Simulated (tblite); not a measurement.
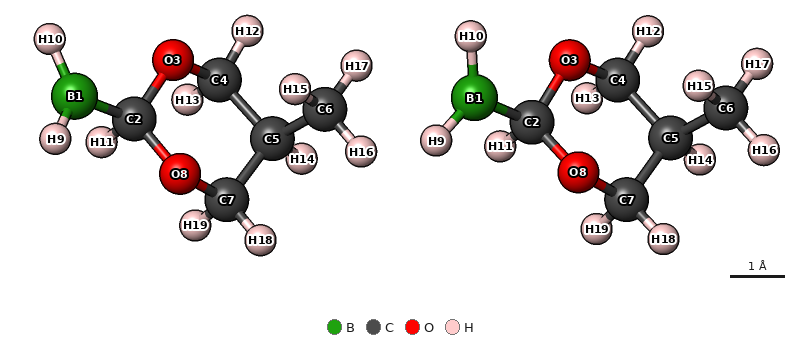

Two geometries of C₅H₁₁BO₂, drawn at one scale. One is the start of a relaxation, the other its converged end. A ball-and-stick model, seen at a tilt.

All numbers below come from GFN2-xTB geometry optimisation, gas phase (tblite 0.8.0). 

> Which geometry has the lower energy?

The left one is the relaxed one. The largest move after the best rigid fit is that of H10, 0.54 Å. By element the largest moves are H 0.54 Å, C 0.11 Å, O 0.06 Å, B 0.05 Å. Near-neighbour distances that change, for instance: C4–H12 1.119 → 1.092 Å, B1–H10 1.185 → 1.163 Å, C4–H13 1.119 → 1.104 Å, B1–H9 1.178 → 1.163 Å. Among the angles between lasting bonds that change: B1–C2–O3 108.1° → 113.3°, B1–C2–O8 108.6° → 113.4°, O8–C2–H11 112.0° → 107.3°. Groups turn about B1–C2 by about 30°. The energy falls by 19.7 kJ/mol in 61 geometry steps. Cost: 0.86 s on 1 thread of Intel(R) Xeon(R) Processor @ 2.70GHz, on a shared host.
